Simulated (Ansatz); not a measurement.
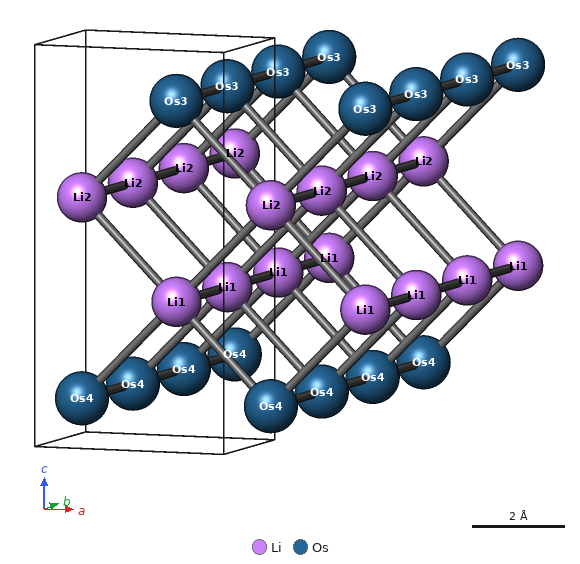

This is the input geometry for a relaxation of crystalline LiOs (a generated structure, set up in Pmma) (coarse preliminary run). The picture is a ball-and-stick view of the cell of the calculation, repeated 2 × 3 × 1 with one cell outlined, seen slightly off an axis.

Level of theory: DFT PBE, scalar-relativistic, plane waves, PAW in Ansatz.

The input:
```yaml
crystal:
  lattice:
    - [4.43528751, 0.0, 0.0]
    - [0.0, 3.13622188, 0.0]
    - [0.0, 0.0, 8.87057502]
  atoms:
    - { symbol: Li, position: [0.75, 0.0, 0.375] }
    - { symbol: Li, position: [0.25, 0.0, 0.625] }
    - { symbol: Os, position: [0.75, 0.0, 0.875] }
    - { symbol: Os, position: [0.25, 0.0, 0.125] }
basis:
  ecutwfc: 420
kpoints:
  mp_grid: { grid: [4, 6, 2] }
hamiltonian:
  xc: pbe
scf:
  occupations: { method: gaussian, width: 0.1 }
  lower_state_search: "off"
output:
  forces: true
  stress: true
  eigenvalues: true
relax:
  adjacent_minimum: "off"
  f_tol: 0.04
  max_steps: 70
  cell: { stress_tol: 0.4 }
```

Command:
```bash
ansatz run input.yaml --threads 1 --pin off --max-ram 2048MiB --backend cpu --events-out ev --progress --plain --runs-dir out
```

Question: What does the optimiser find from here?

Answer: The largest moves relative to the cell, 0.14 Å, are those of Os3 and Os4. Os4 goes along −c. Largest moves by element: Os 0.14 Å, Li 0.09 Å. The drawn cell changes as follows: a 4.435 → 4.511 Å (+1.7 %), b 3.136 → 2.504 Å (−20.1 %), c 8.871 → 5.336 Å (−39.8 %); the volume changes by −51.1 %. Among the contacts that change: Li1–Os3 4.435 → 2.619 Å, Li1–Os3 (another image) 4.435 → 2.717 Å, Os3–Os4 3.136 → 2.490 Å, Li1–Li1 3.136 → 2.504 Å. New bonds form: Li1–Os3 (4.44 → 2.62 Å), Li1–Os3 (4.44 → 2.72 Å), Li2–Os4 (4.44 → 2.62 Å), Li2–Os4 (4.44 → 2.72 Å). Bond angles that change, for instance: Os3–Os4–Os3 90.0° → 129.9°, Li2–Li1–Li2 90.0° → 125.9°, Li1–Os4–Os3 90.0° → 59.8°. The space group stays Pmma (No. 51). The energy falls by 8.126 eV per cell of the calculation in 13 accepted moves (16 points after the start). The largest force component goes from 2.8 to 0.0012 eV/Å. Pressure: −17.55 GPa at the start and 0.02 GPa at the end. The line search rejected the trial steps at points 11, 12 of the run. At 1 point the geometry stayed and the basis and grid were re-selected for the new cell (energy shift of 4.9 meV per cell of the calculation at most each time).

The structure at the end:

```xyz
4
Lattice="4.5109 0.0000 0.0000 0.0000 2.5044 0.0000 0.0000 0.0000 5.3363" Properties=species:S:1:pos:R:3 pbc="T T T"
Li    3.3831    0.0000    2.0922
Li    1.1277    0.0000    3.2441
Os    3.3831    0.0000    4.8091
Os    1.1277    0.0000    0.5272
```

The end point in the same view:

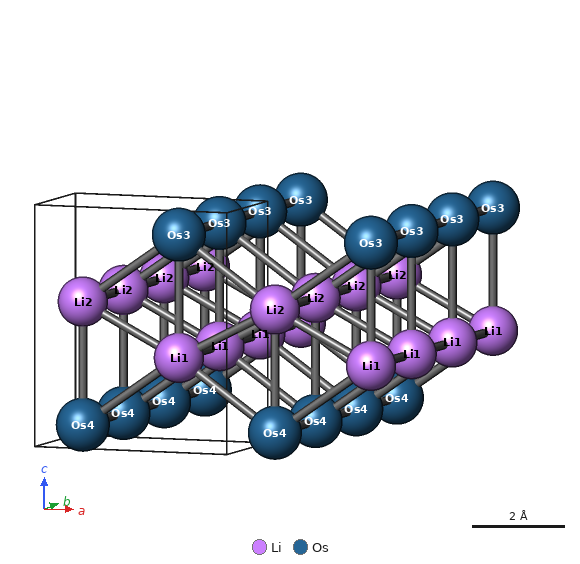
